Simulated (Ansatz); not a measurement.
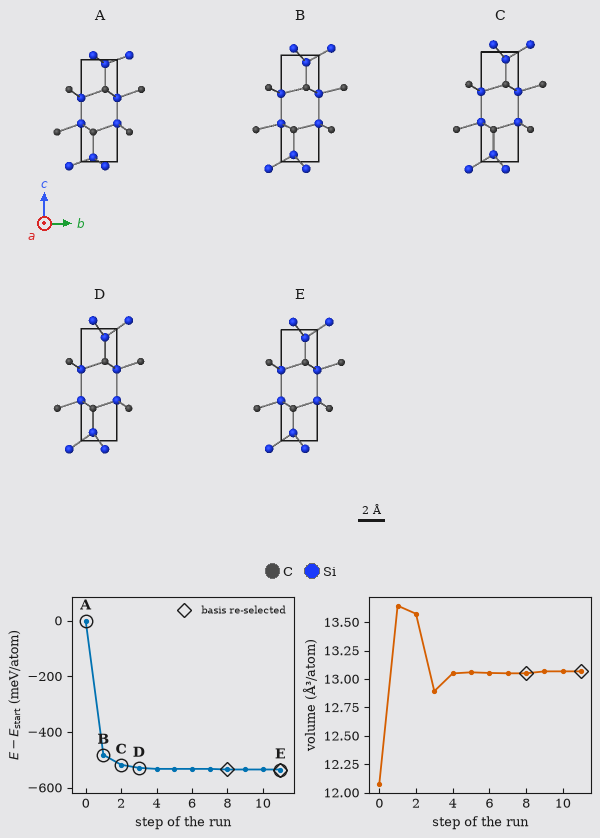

Frames of a relaxation of crystalline Si2C (a generated structure, set up in P-3m1), marked on the history of the run. A ball-and-stick model of the cell of the calculation, seen along the a axis.

Method: DFT, PBE, plane waves, PAW in Ansatz. (plane-wave cutoff 420 eV; k-point mesh 12 × 12 × 4; occupations fermi dirac; smearing width 0.02 eV; no spin polarisation; cell and atoms relaxed; force threshold 0.005 eV/Å)

**Describe the path.**

The energy falls by 535 meV per atom in 9 accepted moves (11 points after the start). The largest force component goes from 8 to 0.0013 eV/Å. Pressure: 33.17 GPa at the start and 0.00 GPa at the end. The SCF was repeated twice at an unchanged geometry on a basis and grid sized afresh for the cell, which shifted the energy by 2.2 meV per atom at most. The largest moves relative to the cell, 0.26 Å, are those of Si atoms. By element the largest moves are Si 0.26 Å, C 0.01 Å. The drawn cell changes as follows: a = b 3.244 → 3.241 Å (−0.1 %), c 7.947 → 8.619 Å (+8.5 %); the volume changes by +8.2 %. Some distances before and after: Si–Si 1.987 → 2.383 Å, Si–Si 1.987 → 2.242 Å, C–Si 1.987 → 1.905 Å, C–Si 1.987 → 1.964 Å. Among the angles between lasting bonds that change: Si–Si–Si 109.5° → 92.6°, C–Si–Si 109.5° → 123.4°. The space group stays P-3m1 (No. 164). The run took 16 s on 4 threads of Arm Neoverse V1, on a shared host, peak memory 0.42 GiB. From step 0 to 1: Si atoms move most (0.20 Å), volume +13.0 %, energy −482 meV per atom. From step 1 to 2: C atoms move most (0.06 Å), volume −0.5 %, energy −35.7 meV per atom. From step 2 to 3: Si atoms move most (0.07 Å), volume −5.0 %, energy −11.1 meV per atom. From step 3 to 11: Si atoms move most (0.03 Å), volume +1.4 %, energy −5.9 meV per atom.

```
step  E − E(0), meV/atom  largest force component, eV/Å  pressure, GPa  volume, Å³/atom                      note
   0                0.00                         7.9663          33.17           12.072                          
   1             -482.22                         1.1777          -3.77           13.644                          
   2             -517.91                         0.5271          -4.11           13.573                          
   3             -529.00                         0.5901           0.60           12.892                          
   4             -532.72                         0.0533          -0.07           13.049                          
   5             -532.73                         0.0301          -0.04           13.058                          
   6             -532.75                         0.0021          -0.03           13.053                          
   7             -532.75                         0.0007           0.01           13.049                          
   8             -534.92                         0.0042           0.22           13.049  same geometry, new basis
   9             -534.92                         0.0064           0.00           13.066                          
  10             -534.92                         0.0013           0.00           13.067                          
  11             -534.94                         0.0013           0.00           13.067  same geometry, new basis
```
